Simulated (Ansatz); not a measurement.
SiH$_{5}$Cl: molecular dynamics (part 2 of 5)

The same run, continued: SiH$_{5}$Cl; RKS B3LYP/def2-TZVP (Ansatz 0.2.0). It belongs to a series of runs on one base structure; here: dynamics from the highest image of the converged band.

Geometry of the input (Å):
```
Si -0.1707  0.0000  -0.0412
H  0.0239  -0.0000  1.6627
H  1.3192  0.0000  0.0355
H  -0.5379  1.2835  -0.6489
H  -0.5379  -1.2835  -0.6489
Cl -2.4945  0.0000  0.9886
H  -0.8608  -0.0000  1.6413
```

## Log, continued
```
md step   118: t =    59.00 fs  T =  2434.6 K  F+E_penalty+E_count = -20483.25377431 eV  E_kin = 1.573498 eV  conserved = -20481.68027613 eV  (26 SCF iters)
md step   119: t =    59.50 fs  T =  2514.7 K  F+E_penalty+E_count = -20483.30648059 eV  E_kin = 1.625221 eV  conserved = -20481.68125994 eV  (27 SCF iters)
md step   120: t =    60.00 fs  T =  2526.0 K  F+E_penalty+E_count = -20483.31348651 eV  E_kin = 1.632567 eV  conserved = -20481.68091928 eV  (26 SCF iters)
md step   121: t =    60.50 fs  T =  2471.6 K  F+E_penalty+E_count = -20483.27723664 eV  E_kin = 1.597382 eV  conserved = -20481.67985497 eV  (26 SCF iters)
md step   122: t =    61.00 fs  T =  2372.7 K  F+E_penalty+E_count = -20483.21208095 eV  E_kin = 1.533445 eV  conserved = -20481.67863562 eV  (26 SCF iters)
md step   123: t =    61.50 fs  T =  2256.2 K  F+E_penalty+E_count = -20483.13577379 eV  E_kin = 1.458191 eV  conserved = -20481.67758262 eV  (26 SCF iters)
md step   124: t =    62.00 fs  T =  2146.8 K  F+E_penalty+E_count = -20483.06427120 eV  E_kin = 1.387461 eV  conserved = -20481.67681056 eV  (27 SCF iters)
md step   125: t =    62.50 fs  T =  2062.9 K  F+E_penalty+E_count = -20483.00960547 eV  E_kin = 1.333282 eV  conserved = -20481.67632392 eV  (27 SCF iters)
md step   126: t =    63.00 fs  T =  2016.8 K  F+E_penalty+E_count = -20482.97952735 eV  E_kin = 1.303438 eV  conserved = -20481.67608954 eV  (27 SCF iters)
md step   127: t =    63.50 fs  T =  2014.2 K  F+E_penalty+E_count = -20482.97783784 eV  E_kin = 1.301763 eV  conserved = -20481.67607515 eV  (27 SCF iters)
md step   128: t =    64.00 fs  T =  2055.6 K  F+E_penalty+E_count = -20483.00479917 eV  E_kin = 1.328534 eV  conserved = -20481.67626486 eV  (23 SCF iters)
md step   129: t =    64.50 fs  T =  2136.3 K  F+E_penalty+E_count = -20483.05736326 eV  E_kin = 1.380701 eV  conserved = -20481.67666226 eV  (27 SCF iters)
md step   130: t =    65.00 fs  T =  2246.4 K  F+E_penalty+E_count = -20483.12916076 eV  E_kin = 1.451876 eV  conserved = -20481.67728483 eV  (27 SCF iters)
md step   131: t =    65.50 fs  T =  2370.7 K  F+E_penalty+E_count = -20483.21034220 eV  E_kin = 1.532195 eV  conserved = -20481.67814686 eV  (26 SCF iters)
md step   132: t =    66.00 fs  T =  2488.5 K  F+E_penalty+E_count = -20483.28754994 eV  E_kin = 1.608328 eV  conserved = -20481.67922231 eV  (26 SCF iters)
md step   133: t =    66.50 fs  T =  2575.0 K  F+E_penalty+E_count = -20483.34460733 eV  E_kin = 1.664231 eV  conserved = -20481.68037663 eV  (27 SCF iters)
md step   134: t =    67.00 fs  T =  2605.1 K  F+E_penalty+E_count = -20483.36493316 eV  E_kin = 1.683655 eV  conserved = -20481.68127790 eV  (27 SCF iters)
md step   135: t =    67.50 fs  T =  2561.5 K  F+E_penalty+E_count = -20483.33686903 eV  E_kin = 1.655502 eV  conserved = -20481.68136681 eV  (26 SCF iters)
md step   136: t =    68.00 fs  T =  2447.6 K  F+E_penalty+E_count = -20483.26198770 eV  E_kin = 1.581907 eV  conserved = -20481.68008081 eV  (26 SCF iters)
md step   137: t =    68.50 fs  T =  2297.9 K  F+E_penalty+E_count = -20483.16260478 eV  E_kin = 1.485132 eV  conserved = -20481.67747291 eV  (26 SCF iters)
md step   138: t =    69.00 fs  T =  2173.5 K  F+E_penalty+E_count = -20483.07955359 eV  E_kin = 1.404764 eV  conserved = -20481.67478979 eV  (26 SCF iters)
md step   139: t =    69.50 fs  T =  2134.1 K  F+E_penalty+E_count = -20483.05314431 eV  E_kin = 1.379249 eV  conserved = -20481.67389544 eV  (25 SCF iters)
md step   140: t =    70.00 fs  T =  2198.8 K  F+E_penalty+E_count = -20483.09660809 eV  E_kin = 1.421117 eV  conserved = -20481.67549146 eV  (26 SCF iters)
md step   141: t =    70.50 fs  T =  2333.3 K  F+E_penalty+E_count = -20483.18634223 eV  E_kin = 1.508014 eV  conserved = -20481.67832778 eV  (26 SCF iters)
md step   142: t =    71.00 fs  T =  2473.7 K  F+E_penalty+E_count = -20483.27935758 eV  E_kin = 1.598779 eV  conserved = -20481.68057860 eV  (27 SCF iters)
md step   143: t =    71.50 fs  T =  2565.8 K  F+E_penalty+E_count = -20483.33968373 eV  E_kin = 1.658291 eV  conserved = -20481.68139274 eV  (27 SCF iters)
md step   144: t =    72.00 fs  T =  2585.5 K  F+E_penalty+E_count = -20483.35201291 eV  E_kin = 1.671019 eV  conserved = -20481.68099391 eV  (27 SCF iters)
md step   145: t =    72.50 fs  T =  2537.1 K  F+E_penalty+E_count = -20483.31973425 eV  E_kin = 1.639746 eV  conserved = -20481.67998799 eV  (27 SCF iters)
md step   146: t =    73.00 fs  T =  2441.0 K  F+E_penalty+E_count = -20483.25648446 eV  E_kin = 1.577621 eV  conserved = -20481.67886298 eV  (23 SCF iters)
md step   147: t =    73.50 fs  T =  2322.2 K  F+E_penalty+E_count = -20483.17871500 eV  E_kin = 1.500841 eV  conserved = -20481.67787369 eV  (27 SCF iters)
md step   148: t =    74.00 fs  T =  2203.9 K  F+E_penalty+E_count = -20483.10148126 eV  E_kin = 1.424375 eV  conserved = -20481.67710618 eV  (27 SCF iters)
md step   149: t =    74.50 fs  T =  2104.6 K  F+E_penalty+E_count = -20483.03678099 eV  E_kin = 1.360216 eV  conserved = -20481.67656517 eV  (27 SCF iters)
md step   150: t =    75.00 fs  T =  2037.7 K  F+E_penalty+E_count = -20482.99322635 eV  E_kin = 1.316995 eV  conserved = -20481.67623170 eV  (27 SCF iters)
md step   151: t =    75.50 fs  T =  2011.6 K  F+E_penalty+E_count = -20482.97617254 eV  E_kin = 1.300080 eV  conserved = -20481.67609300 eV  (27 SCF iters)
md step   152: t =    76.00 fs  T =  2029.5 K  F+E_penalty+E_count = -20482.98782960 eV  E_kin = 1.311675 eV  conserved = -20481.67615435 eV  (27 SCF iters)
md step   153: t =    76.50 fs  T =  2089.9 K  F+E_penalty+E_count = -20483.02715573 eV  E_kin = 1.350714 eV  conserved = -20481.67644155 eV  (27 SCF iters)
md step   154: t =    77.00 fs  T =  2185.5 K  F+E_penalty+E_count = -20483.08949620 eV  E_kin = 1.412502 eV  conserved = -20481.67699408 eV  (27 SCF iters)
md step   155: t =    77.50 fs  T =  2302.7 K  F+E_penalty+E_count = -20483.16608868 eV  E_kin = 1.488246 eV  conserved = -20481.67784273 eV  (26 SCF iters)
md step   156: t =    78.00 fs  T =  2421.2 K  F+E_penalty+E_count = -20483.24380095 eV  E_kin = 1.564840 eV  conserved = -20481.67896052 eV  (27 SCF iters)
md step   157: t =    78.50 fs  T =  2515.4 K  F+E_penalty+E_count = -20483.30586666 eV  E_kin = 1.625688 eV  conserved = -20481.68017826 eV  (26 SCF iters)
md step   158: t =    79.00 fs  T =  2558.8 K  F+E_penalty+E_count = -20483.33484727 eV  E_kin = 1.653757 eV  conserved = -20481.68109057 eV  (26 SCF iters)
md step   159: t =    79.50 fs  T =  2534.3 K  F+E_penalty+E_count = -20483.31901123 eV  E_kin = 1.637938 eV  conserved = -20481.68107288 eV  (26 SCF iters)
md step   160: t =    80.00 fs  T =  2447.5 K  F+E_penalty+E_count = -20483.26142809 eV  E_kin = 1.581799 eV  conserved = -20481.67962862 eV  (26 SCF iters)
md step   161: t =    80.50 fs  T =  2335.1 K  F+E_penalty+E_count = -20483.18626474 eV  E_kin = 1.509167 eV  conserved = -20481.67709730 eV  (26 SCF iters)
md step   162: t =    81.00 fs  T =  2255.1 K  F+E_penalty+E_count = -20483.13245099 eV  E_kin = 1.457452 eV  conserved = -20481.67499934 eV  (26 SCF iters)
md step   163: t =    81.50 fs  T =  2253.2 K  F+E_penalty+E_count = -20483.13120364 eV  E_kin = 1.456234 eV  conserved = -20481.67496988 eV  (25 SCF iters)
md step   164: t =    82.00 fs  T =  2330.2 K  F+E_penalty+E_count = -20483.18305586 eV  E_kin = 1.506032 eV  conserved = -20481.67702353 eV  (22 SCF iters)
md step   165: t =    82.50 fs  T =  2441.8 K  F+E_penalty+E_count = -20483.25765727 eV  E_kin = 1.578127 eV  conserved = -20481.67953004 eV  (26 SCF iters)
md step   166: t =    83.00 fs  T =  2530.9 K  F+E_penalty+E_count = -20483.31664585 eV  E_kin = 1.635698 eV  conserved = -20481.68094833 eV  (26 SCF iters)
md step   167: t =    83.50 fs  T =  2561.4 K  F+E_penalty+E_count = -20483.33636433 eV  E_kin = 1.655430 eV  conserved = -20481.68093467 eV  (26 SCF iters)
md step   168: t =    84.00 fs  T =  2528.6 K  F+E_penalty+E_count = -20483.31423630 eV  E_kin = 1.634224 eV  conserved = -20481.68001193 eV  (27 SCF iters)
md step   169: t =    84.50 fs  T =  2449.7 K  F+E_penalty+E_count = -20483.26209909 eV  E_kin = 1.583260 eV  conserved = -20481.67883915 eV  (27 SCF iters)
md step   170: t =    85.00 fs  T =  2350.0 K  F+E_penalty+E_count = -20483.19663086 eV  E_kin = 1.518797 eV  conserved = -20481.67783372 eV  (27 SCF iters)
md step   171: t =    85.50 fs  T =  2252.3 K  F+E_penalty+E_count = -20483.13280843 eV  E_kin = 1.455665 eV  conserved = -20481.67714373 eV  (27 SCF iters)
md step   172: t =    86.00 fs  T =  2173.2 K  F+E_penalty+E_count = -20483.08126844 eV  E_kin = 1.404517 eV  conserved = -20481.67675143 eV  (27 SCF iters)
md step   173: t =    86.50 fs  T =  2122.3 K  F+E_penalty+E_count = -20483.04824632 eV  E_kin = 1.371669 eV  conserved = -20481.67657758 eV  (27 SCF iters)
md step   174: t =    87.00 fs  T =  2104.3 K  F+E_penalty+E_count = -20483.03657328 eV  E_kin = 1.360024 eV  conserved = -20481.67654881 eV  (27 SCF iters)
md step   175: t =    87.50 fs  T =  2119.9 K  F+E_penalty+E_count = -20483.04669531 eV  E_kin = 1.370067 eV  conserved = -20481.67662854 eV  (27 SCF iters)
md step   176: t =    88.00 fs  T =  2166.8 K  F+E_penalty+E_count = -20483.07721098 eV  E_kin = 1.400388 eV  conserved = -20481.67682297 eV  (27 SCF iters)
md step   177: t =    88.50 fs  T =  2239.9 K  F+E_penalty+E_count = -20483.12481063 eV  E_kin = 1.447638 eV  conserved = -20481.67717276 eV  (27 SCF iters)
md step   178: t =    89.00 fs  T =  2330.2 K  F+E_penalty+E_count = -20483.18373857 eV  E_kin = 1.506005 eV  conserved = -20481.67773376 eV  (27 SCF iters)
md step   179: t =    89.50 fs  T =  2423.9 K  F+E_penalty+E_count = -20483.24508933 eV  E_kin = 1.566548 eV  conserved = -20481.67854145 eV  (27 SCF iters)
md step   180: t =    90.00 fs  T =  2501.9 K  F+E_penalty+E_count = -20483.29650878 eV  E_kin = 1.616961 eV  conserved = -20481.67954757 eV  (26 SCF iters)
md step   181: t =    90.50 fs  T =  2541.8 K  F+E_penalty+E_count = -20483.32327015 eV  E_kin = 1.642744 eV  conserved = -20481.68052593 eV  (22 SCF iters)
md step   182: t =    91.00 fs  T =  2523.7 K  F+E_penalty+E_count = -20483.31205633 eV  E_kin = 1.631059 eV  conserved = -20481.68099760 eV  (26 SCF iters)
md step   183: t =    91.50 fs  T =  2441.5 K  F+E_penalty+E_count = -20483.25826822 eV  E_kin = 1.577929 eV  conserved = -20481.68033887 eV  (26 SCF iters)
md step   184: t =    92.00 fs  T =  2315.5 K  F+E_penalty+E_count = -20483.17478213 eV  E_kin = 1.496509 eV  conserved = -20481.67827343 eV  (26 SCF iters)
md step   185: t =    92.50 fs  T =  2195.8 K  F+E_penalty+E_count = -20483.09471410 eV  E_kin = 1.419130 eV  conserved = -20481.67558446 eV  (26 SCF iters)
md step   186: t =    93.00 fs  T =  2142.6 K  F+E_penalty+E_count = -20483.05878338 eV  E_kin = 1.384730 eV  conserved = -20481.67405323 eV  (25 SCF iters)
md step   187: t =    93.50 fs  T =  2188.8 K  F+E_penalty+E_count = -20483.08955968 eV  E_kin = 1.414624 eV  conserved = -20481.67493600 eV  (25 SCF iters)
md step   188: t =    94.00 fs  T =  2315.3 K  F+E_penalty+E_count = -20483.17395659 eV  E_kin = 1.496389 eV  conserved = -20481.67756741 eV  (26 SCF iters)
md step   189: t =    94.50 fs  T =  2463.8 K  F+E_penalty+E_count = -20483.27248336 eV  E_kin = 1.592367 eV  conserved = -20481.68011587 eV  (26 SCF iters)
md step   190: t =    95.00 fs  T =  2574.6 K  F+E_penalty+E_count = -20483.34531071 eV  E_kin = 1.663953 eV  conserved = -20481.68135735 eV  (26 SCF iters)
md step   191: t =    95.50 fs  T =  2614.4 K  F+E_penalty+E_count = -20483.37095842 eV  E_kin = 1.689705 eV  conserved = -20481.68125318 eV  (26 SCF iters)
md step   192: t =    96.00 fs  T =  2580.7 K  F+E_penalty+E_count = -20483.34830111 eV  E_kin = 1.667935 eV  conserved = -20481.68036626 eV  (27 SCF iters)
md step   193: t =    96.50 fs  T =  2490.8 K  F+E_penalty+E_count = -20483.28904621 eV  E_kin = 1.609808 eV  conserved = -20481.67923815 eV  (26 SCF iters)
md step   194: t =    97.00 fs  T =  2369.6 K  F+E_penalty+E_count = -20483.20967207 eV  E_kin = 1.531499 eV  conserved = -20481.67817257 eV  (27 SCF iters)
md step   195: t =    97.50 fs  T =  2242.3 K  F+E_penalty+E_count = -20483.12649192 eV  E_kin = 1.449210 eV  conserved = -20481.67728241 eV  (27 SCF iters)
md step   196: t =    98.00 fs  T =  2130.5 K  F+E_penalty+E_count = -20483.05353103 eV  E_kin = 1.376937 eV  conserved = -20481.67659370 eV  (27 SCF iters)
md step   197: t =    98.50 fs  T =  2051.2 K  F+E_penalty+E_count = -20483.00181582 eV  E_kin = 1.325699 eV  conserved = -20481.67611728 eV  (27 SCF iters)
md step   198: t =    99.00 fs  T =  2016.3 K  F+E_penalty+E_count = -20482.97901242 eV  E_kin = 1.303135 eV  conserved = -20481.67587701 eV  (23 SCF iters)
md step   199: t =    99.50 fs  T =  2031.7 K  F+E_penalty+E_count = -20482.98896712 eV  E_kin = 1.313060 eV  conserved = -20481.67590704 eV  (27 SCF iters)
these checks for a lower state are left out or cut short: starts, cluster_reference, orbital_swaps, neighbouring_geometries, increment
744 factors; their error is unknown
mean field evaluation 1568: about -20483.0312 eV, gradient 1.1e-5 eV
mean field -20483.03116192 eV, -752.7375113033 hartree, gradient 1.1e-5 eV, S^2 0.000000; 0 other end points of the search recorded, 0 dependent functions left out
the calculation of the forces begins
reference -20483.03145469 eV, -752.7375220623 hartree; 18, 18 occupied and 86, 86 virtual orbitals, 744 factors
744 factors; their error is unknown
mean field -20483.03116192 eV, -752.7375113033 hartree, gradient 1.1e-5 eV, S^2 0.000000; 1 other end points of the search recorded, 0 dependent functions left out
the calculation of the forces begins
reference -20483.03145469 eV, -752.7375220623 hartree; 18, 18 occupied and 86, 86 virtual orbitals, 744 factors
md step   200: t =   100.00 fs  T =  2096.4 K  F+E_penalty+E_count = -20483.03116192 eV  E_kin = 1.354925 eV  conserved = -20481.67623727 eV  (23 SCF iters)
```

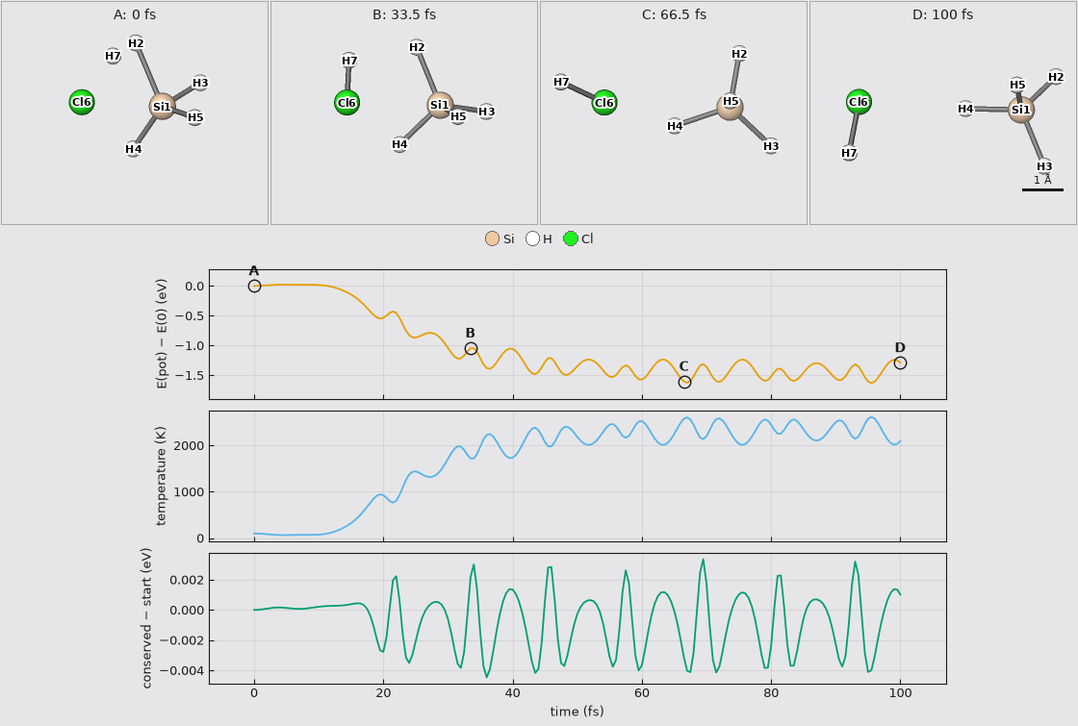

Figure 1. Frames of the molecular dynamics (ball-and-stick, seen at a tilt) above the curves, on which the letters mark them. The trajectory kept here has 201 frames over 100 fs. The temperature starts at 100 K, ranges from 64 to 2614 K and averages 2302 K over the second half. The potential energy ends 1.289 eV below its first value. The conserved quantity stays within 0.0078 eV. After an unweighted best fit of the last frame on the first, the root-mean-square displacement is 2.20 Å, and H7 has moved furthest (3.93 Å).

```
Total energy: -20483.03145469 eV, -752.7375220623 hartree
Atom 0 at     1.144264     0.001506    -0.548875 Å, force    -1.692296     0.164020    -0.239997 eV/Å
Atom 1 at     2.497346    -0.162669    -0.203250 Å, force     1.568572    -0.061862     0.323356 eV/Å
Atom 2 at     1.010513    -0.029896    -2.053091 Å, force    -0.070919     0.027527     0.536944 eV/Å
Atom 3 at     0.607141     1.273396     0.044572 Å, force     0.182839    -0.230194    -0.315324 eV/Å
Atom 4 at     0.403241    -1.111904     0.117577 Å, force     0.014711     0.100256    -0.304548 eV/Å
Atom 5 at    -3.551501     0.000400     1.494551 Å, force    -2.298436    -0.056323    -2.256225 eV/Å
Atom 6 at    -4.577468    -0.024932     0.487039 Å, force     2.295529     0.056576     2.255794 eV/Å
Dipole moment:    -0.199716     0.002031    -0.211551 e Å
```

## Trajectory as extended XYZ (Å, eV, eV/Å), 104 of the 201 frames kept, from step=0 to step=200
```
7
Properties=species:S:1:pos:R:3:forces:R:3 step=0 time_fs=0.0 energy=-20481.74188 temperature=100.0
Si   -0.1707    0.0000   -0.0412   -0.0002   0.0000   0.0000
H     0.0239    0.0000    1.6627    0.0001   0.0000   0.0001
H     1.3192    0.0000    0.0355    0.0000   0.0000   0.0000
H    -0.5379    1.2835   -0.6489    0.0000   0.0000   0.0000
H    -0.5379   -1.2835   -0.6489    0.0000   0.0000   0.0000
Cl   -2.4945    0.0000    0.9886   -0.0001   0.0000  -0.0001
H    -0.8608    0.0000    1.6413    0.0001   0.0000  -0.0001
7
Properties=species:S:1:pos:R:3:forces:R:3 step=2 time_fs=1.0 energy=-20481.73896 temperature=95.5
Si   -0.1682   -0.0003   -0.0414   -0.0962  -0.0456  -0.0218
H     0.0229    0.0033    1.6562    0.0494  -0.0151   0.0179
H     1.3107    0.0066    0.0350    0.1952  -0.0190   0.0196
H    -0.5303    1.2717   -0.6562   -0.0658   0.1538  -0.0434
H    -0.5317   -1.2750   -0.6602   -0.0263  -0.0812  -0.0006
Cl   -2.4967    0.0002    0.9898    0.0201  -0.0084  -0.0121
H    -0.8587   -0.0052    1.6302   -0.0763   0.0154   0.0403
7
Properties=species:S:1:pos:R:3:forces:R:3 step=4 time_fs=2.0 energy=-20481.73174 temperature=84.4
Si   -0.1657   -0.0005   -0.0416   -0.1752  -0.0812  -0.0517
H     0.0224    0.0064    1.6499    0.0826  -0.0292   0.0330
H     1.3039    0.0129    0.0347    0.3649  -0.0361   0.0354
H    -0.5233    1.2613   -0.6639   -0.1231   0.2827  -0.0773
H    -0.5257   -1.2672   -0.6715   -0.0479  -0.1492   0.0035
Cl   -2.4989    0.0003    0.9910    0.0413  -0.0166  -0.0214
H    -0.8573   -0.0103    1.6195   -0.1426   0.0296   0.0785
7
Properties=species:S:1:pos:R:3:forces:R:3 step=6 time_fs=3.0 energy=-20481.72398 temperature=72.5
Si   -0.1632   -0.0008   -0.0419   -0.2111  -0.0913  -0.0986
H     0.0226    0.0092    1.6439    0.0882  -0.0425   0.0413
H     1.3007    0.0189    0.0347    0.4740  -0.0509   0.0430
H    -0.5175    1.2536   -0.6723   -0.1628   0.3599  -0.0886
H    -0.5203   -1.2608   -0.6828   -0.0620  -0.1933   0.0174
Cl   -2.5011    0.0005    0.9922    0.0642  -0.0246  -0.0259
H    -0.8572   -0.0151    1.6095   -0.1906   0.0427   0.1115
7
Properties=species:S:1:pos:R:3:forces:R:3 step=8 time_fs=4.0 energy=-20481.71930 temperature=65.3
Si   -0.1608   -0.0011   -0.0422   -0.1846  -0.0658  -0.1674
H     0.0237    0.0117    1.6383    0.0619  -0.0555   0.0405
H     1.3019    0.0245    0.0351    0.4978  -0.0637   0.0394
H    -0.5132    1.2493   -0.6815   -0.1795   0.3691  -0.0687
H    -0.5154   -1.2563   -0.6940   -0.0668  -0.2070   0.0439
Cl   -2.5032    0.0006    0.9934    0.0886  -0.0323  -0.0244
H    -0.8590   -0.0195    1.6007   -0.2174   0.0552   0.1367
7
Properties=species:S:1:pos:R:3:forces:R:3 step=10 time_fs=5.0 energy=-20481.71877 temperature=64.4
Si   -0.1585   -0.0015   -0.0425   -0.0908  -0.0049  -0.2561
H     0.0253    0.0136    1.6331    0.0086  -0.0681   0.0302
H     1.3078    0.0294    0.0359    0.4311  -0.0746   0.0240
H    -0.5106    1.2485   -0.6914   -0.1726   0.3105  -0.0167
H    -0.5111   -1.2538   -0.7046   -0.0629  -0.1903   0.0830
Cl   -2.5054    0.0008    0.9946    0.1134  -0.0396  -0.0162
H    -0.8628   -0.0234    1.5931   -0.2268   0.0670   0.1518
7
Properties=species:S:1:pos:R:3:forces:R:3 step=12 time_fs=6.0 energy=-20481.72058 temperature=67.2
Si   -0.1562   -0.0018   -0.0429    0.0596   0.0809  -0.3547
H     0.0270    0.0148    1.6281   -0.0604  -0.0797   0.0118
H     1.3178    0.0336    0.0369    0.2906  -0.0838  -0.0014
H    -0.5097    1.2507   -0.7015   -0.1468   0.2001   0.0596
H    -0.5074   -1.2530   -0.7145   -0.0524  -0.1488   0.1312
Cl   -2.5075    0.0009    0.9958    0.1366  -0.0463  -0.0013
H    -0.8688   -0.0266    1.5869   -0.2273   0.0777   0.1548
```
